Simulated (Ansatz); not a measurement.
# BSiH2 (doublet): the correlation ladder, cc-pVDZ

Aim: climb from Hartree-Fock through coupled cluster and multireference methods for BSiH2 (doublet) at one geometry and basis, and see what each rung misses.

Computed with Ansatz 0.2.0, Gaussian basis. Level: cc-pVDZ, core rule «outside noble gas», up to 6 orbitals frozen.

Plan: UHF; CCSD(T) on ROHF; CCSD(T) on UHF; BCCD(T) on ROHF; CISD; CCSDT(Q) on ROHF; CCSDT(Q) on UHF; CCSDTQ on ROHF; CASSCF and MRCISD+Q, 9 electrons in 10 orbitals; CASSCF and NEVPT2, 9 electrons in 10 orbitals.

3 further runs of the same task are left out: 3 set aside as unsound or not needed.

### 1 The system

The geometry is a PBE0/def2-TZVP stationary point (not a proven minimum).

4 atoms, charge 0, spin multiplicity 2.

Atoms are counted from 1 here; the program's logs count them from 0.

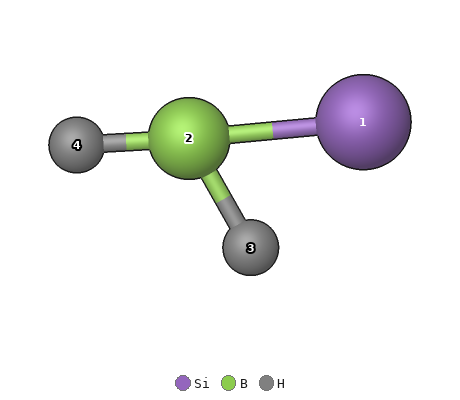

The structure; silicon purple, boron green, hydrogen grey; atoms are numbered from 1 in the order of the file.

### 2 UHF

Input file in.yaml:

```yaml
crystal:
  periodic: [false, false, false]
  atoms:
    - {symbol: Si, position_ang: [0.000000, -0.005322, 0.594837]}
    - {symbol: B, position_ang: [0.000000, -0.077872, -1.247918]}
    - {symbol: H, position_ang: [0.000000, 1.150544, -0.760155]}
    - {symbol: H, position_ang: [0.000000, -0.167010, -2.429569]}
basis:
  gaussian: {orbitals: cc-pVDZ}
magnetization: {spin_polarized: true, initial_magnetization: 1}
hamiltonian: {xc: hf}
output: {orbitals: {seedname: orbitals}}
```

Command:

```
ansatz run in.yaml --threads 1 --pin off --events-out ev --progress --plain --max-ram 4096MiB --backend cpu
```

After this run come: CCSD(T) on ROHF; CCSD(T) on UHF; BCCD(T) on ROHF; CISD; CCSDT(Q) on ROHF; CCSDT(Q) on UHF; CCSDTQ on ROHF; CASSCF and MRCISD+Q, 9 electrons in 10 orbitals; CASSCF and NEVPT2, 9 electrons in 10 orbitals.

Before running them: what should the planned runs give, taken together? Wanted: RCCSDTQ below the RHF energy; RMP2 from RCCSDTQ; UMP2 from RCCSDTQ; RCCSD from RCCSDTQ; RCCSD(T) from RCCSDTQ; UCCSD(T) from RCCSDTQ; RCCSDT(Q) from RCCSDTQ; UCCSDT(Q) from RCCSDTQ; NEVPT2 valence from RCCSDTQ.

**Answer**, as computed:

| quantity | value |
| --- | --- |
| RCCSDTQ below the RHF energy | -5.4950 eV |
| RMP2 from RCCSDTQ | +111.1 kJ/mol |
| UMP2 from RCCSDTQ | +112.6 kJ/mol |
| RCCSD from RCCSDTQ | +23.4 kJ/mol |
| RCCSD(T) from RCCSDTQ | +4.6 kJ/mol |
| UCCSD(T) from RCCSDTQ | +4.7 kJ/mol |
| RCCSDT(Q) from RCCSDTQ | +0.1 kJ/mol |
| UCCSDT(Q) from RCCSDTQ | +0.1 kJ/mol |
| NEVPT2 valence from RCCSDTQ | +77.9 kJ/mol |
| MRCISD+Q valence from RCCSDTQ | +0.9 kJ/mol |
| levels within 1 kcal/mol (43 meV) | RCCSDT, UCCSDT, RCCSDT(Q), UCCSDT(Q), MRCISD+Q valence |
| T1 diagnostic | 0.020 |
| effectively unpaired electrons | 1.05 |

RCCSD(T) lands +4.6 kJ/mol from the yardstick (0.9 % of the correlation energy). One determinant dominates. Of the multireference levels listed MRCISD+Q valence comes nearest in total energy (+0.9 kJ/mol), which doesn't show that its space is the better one. These misses are within one basis, not against nature; the frozen cores of restricted and unrestricted runs differ, which can shift their rows.
